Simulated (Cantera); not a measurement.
Input: 1 mol PbO, 0.4 mol CH4, 0.47 mol N2, 1.5 mol C, at 898.15 K.

Cantera equilibrium calculation (NASA polynomials, part measured and part estimated; ideal gas, pure solids and liquids). Candidate condensed phases: C, C6H6, C7H8, C8H18, H2O, Pb, PbO, PbO2, Pb3O4; 139 gas species. Rates play no part.

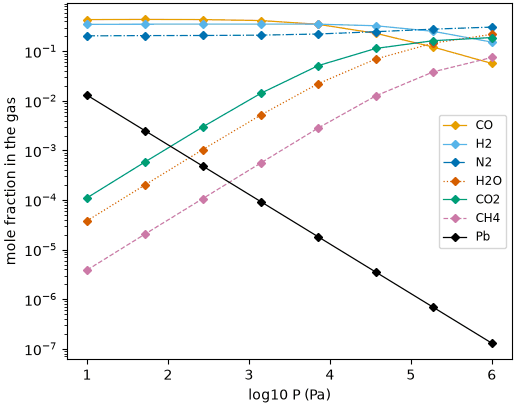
*Equilibrium gas composition (values under 1e-9 drawn at 1e-9)*

From 10.0 Pa to 10.0 bar the condensed part is C(graphite) + Pb(l). The main Pb-bearing gas is Pb throughout.
